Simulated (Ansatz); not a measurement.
# C$_{2}$H$_{8}$OSi$_{3}$: what the fields show

| atom | x (Å) | y (Å) | z (Å) |
| --- | --- | --- | --- |
| Si | 3.9349 | 0.2385 | -0.1346 |
| C | 2.1190 | 0.0116 | 0.2471 |
| C | 0.9496 | -0.1324 | 0.4870 |
| Si | -0.8738 | -0.3524 | 0.8486 |
| O | -1.8322 | 0.0696 | -0.4313 |
| Si | -3.4408 | 0.1261 | -0.7973 |
| H | 4.3331 | -0.6032 | -1.2918 |
| H | 4.7628 | -0.1513 | 1.0355 |
| H | 4.2250 | 1.6579 | -0.4620 |
| H | -1.2540 | 0.4756 | 2.0192 |
| H | -1.1460 | -1.7679 | 1.1988 |
| H | -4.1338 | 1.0361 | 0.1463 |
| H | -4.0247 | -1.2322 | -0.6831 |
| H | -3.6191 | 0.6239 | -2.1824 |

The calculation used SCF cam_b3lyp, Gaussian basis (Ansatz).

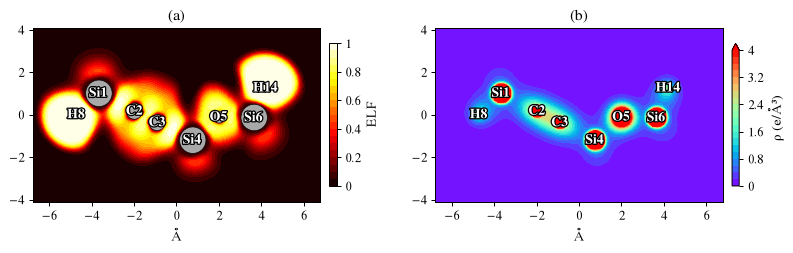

Figure 1. (a) electron localisation function; (b) electron density on the plane of atoms Si4, O5 and Si6. Grey discs cover the atomic cores in the ELF map.

Q: What does the map show?

A: The plane passes through Si, C, O and H nuclei. C–C (1.20 Å): ρ at the midpoint is about 2.8 e/Å³; the ELF peaks at about 0.85 between the atoms: a short, multiple covalent bond. Si–O (1.65 Å): ρ is about 0.99 e/Å³ halfway; the ELF peaks at about 0.85 between the atoms, as expected for a shared but strongly polarised pair. C–Si (1.87 Å): the density is about 0.88 e/Å³ at the midpoint; the ELF peaks at about 1 between the atoms, as expected for a covalent bond. Si–H (1.48 Å): ρ at the midpoint is about 0.77 e/Å³; the ELF climbs to about 1 towards the hydrogen, as it does in any bond to H. The ELF also peaks beside O5, away from the bonds: lone-pair regions.

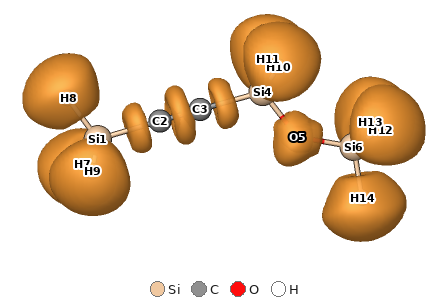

Figure 2. Isosurface of the ELF at 0.8 (orange), seen across its widest extent. Core shells and regions of very low density are left out.

Q: Describe the localisation domains.

A: The ELF exceeds this value in one region between bonded C–C atoms (shared pairs), two regions between bonded C–Si atoms (shared pairs), eight regions around hydrogen nuclei and one region wrapped around O (its lone pairs, merged into a ring or cap).

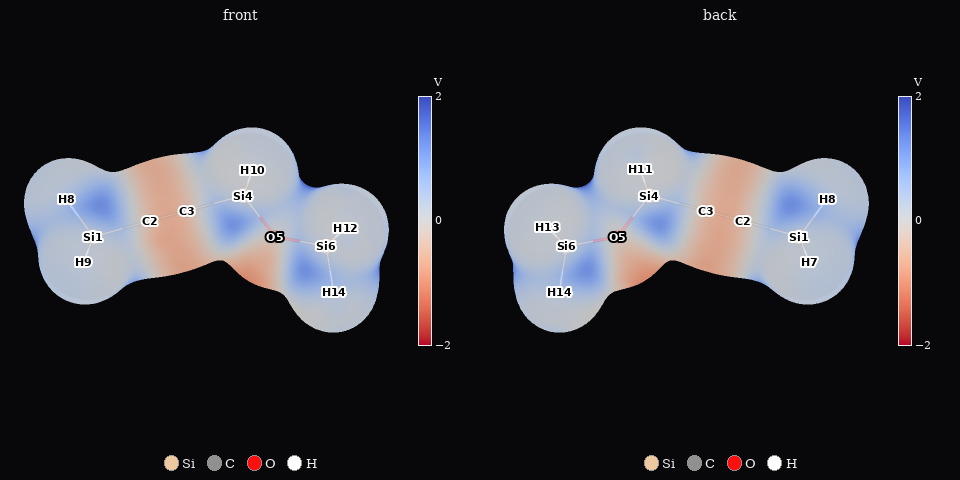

Figure 3. The electrostatic potential painted on the density surface at 0.002 e/bohr³, seen from the front and from behind; the colour scale runs from red (negative) to blue (positive).

Q: Where is the surface potential most negative and most positive?

A: The most negative region (about −0.9 V, or −21 kcal/mol for a unit charge) lies over O5, the most positive (about +1.7 V, or +39 kcal/mol for a unit charge) over Si4 and Si6.
